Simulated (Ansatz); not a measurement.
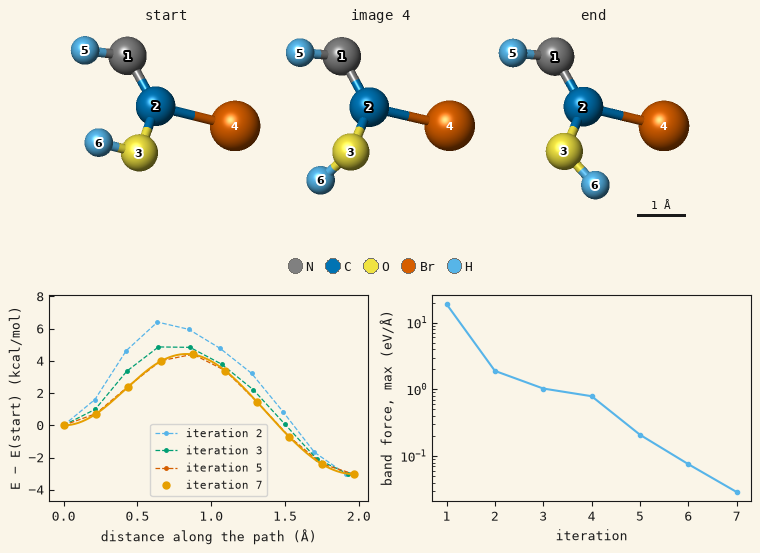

A nudged-elastic-band calculation for CH$_{2}$BrNO. Images are numbered from 0 (start) to 9 (end). The plot follows the band through its iterations. Style: ball-and-stick. Shown at a tilt.

All numbers below come from Ansatz, RKS PBE0/def2-SVP. Set-up: 8 movable images; no climbing image; force threshold 0.05 eV/Å; iteration limit 57; starting path through a guess of the saddle point.

> Did the band converge, and can the barrier be trusted?

The run is converged, with reservations. The band converged in 7 iterations. The largest component of the band force went from 19 to 0.029 eV/Å. No image climbed, so the highest image needn't lie on the saddle point, and the true maximum along this path can be higher. The first iteration put the highest image at 40.9 kcal/mol. The highest point, image 4, lies 4.4 kcal/mol above the start and 7.4 kcal/mol above the end; the end is at −3.0 kcal/mol relative to the start.

Cost: 2.3 min on 1 thread of Intel(R) Xeon(R) Platinum 8488C (Sapphire Rapids) (shared host), peak memory 0.19 GiB.
